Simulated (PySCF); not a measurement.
C4H12BNSi (SMILES C=CN(C)BC[SiH3])

Input

```
{"job": {"kind": "nmr", "xc": "PBE0", "basis": "pcSseg-1", "pop": false}, "charge": 0, "multiplicity": 1}
C     -1.799258     1.736576     1.187572
C     -0.742113     1.331392     0.483168
N     -0.703811     0.342540    -0.462117
C     -1.924268    -0.358545    -0.788475
B      0.549784    -0.080297    -1.093560
C      1.444671    -1.153147    -0.422902
Si     2.633047    -0.285674     0.809339
H     -1.701052     2.540142     1.893523
H     -2.776320     1.301292     1.088542
H      0.218956     1.810718     0.628873
H     -1.726333    -1.060847    -1.596808
H     -2.305739    -0.915118     0.075470
H     -2.696965     0.344576    -1.114802
H      0.875368     0.424251    -2.110108
H      0.885717    -1.880132     0.165416
H      2.069801    -1.697676    -1.129286
H      3.628378    -1.281402     1.222224
H      1.899231     0.182714     1.984608
H      3.320088     0.837476     0.166473
```

Command:

```sh
OMP_NUM_THREADS=1 python ens_run.py task.json out
```

Geometry: GFN2-xTB; a saddle point, not a minimum.

Computed with PBE0/pcSseg-1, SCF density, gas phase, non-relativistic (PySCF 2.14.0).

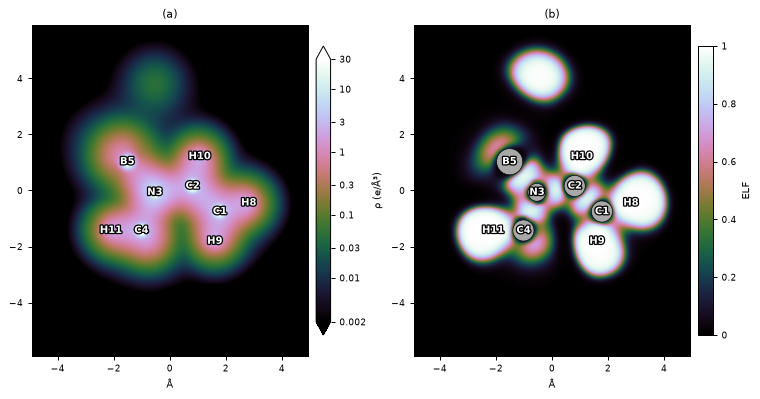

Figure 1. (a) electron density; (b) ELF on the plane of atoms C1, C2 and H10. Grey discs cover the atomic cores in the ELF map.

> What does the map show?

The plane passes through C, N, B and H nuclei.
C–C (1.33 Å): ρ is about 2.3 e/Å³ halfway; the ELF peaks at about 0.95 between the atoms (a short, multiple covalent bond).
C–N (1.37 Å): the density is about 2.2 e/Å³ at the midpoint; the ELF peaks at about 0.90 between the atoms (a covalent bond).
B–N (1.47 Å): ρ at the midpoint is about 1.7 e/Å³; the ELF peaks at about 0.95 between the atoms: a polar covalent bond.
C–H (1.07 Å): the density is about 2 e/Å³ at the midpoint; the ELF climbs to about 1 towards the hydrogen, as it does in any bond to H (a covalent bond by its length).
C–N (1.44 Å): ρ at the midpoint is about 1.9 e/Å³; the ELF peaks at about 0.90 between the atoms, as expected for a covalent bond.

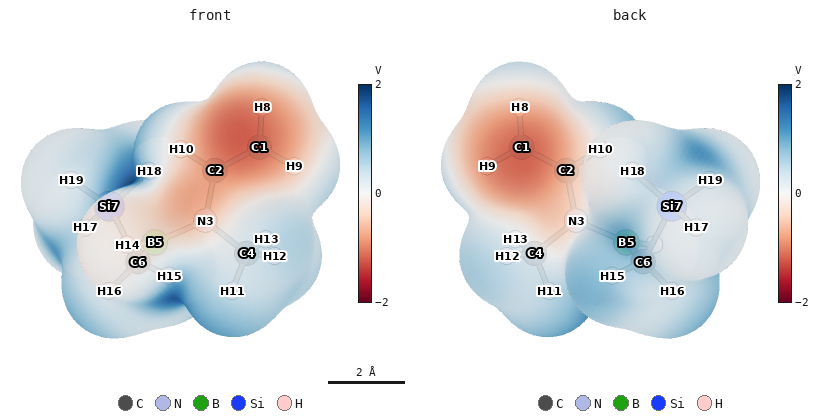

Figure 2. The molecular electrostatic potential painted on the density surface at 0.002 e/bohr³, seen from the front and from behind; the colour scale runs from red (negative) to blue (positive).

> Where is the surface potential most negative and most positive?

The most negative region (about −1.2 V, or −28 kcal/mol for a unit charge) lies over the π face of C1 and C2, the most positive (about +1.7 V, or +39 kcal/mol for a unit charge) over B5 and Si7.
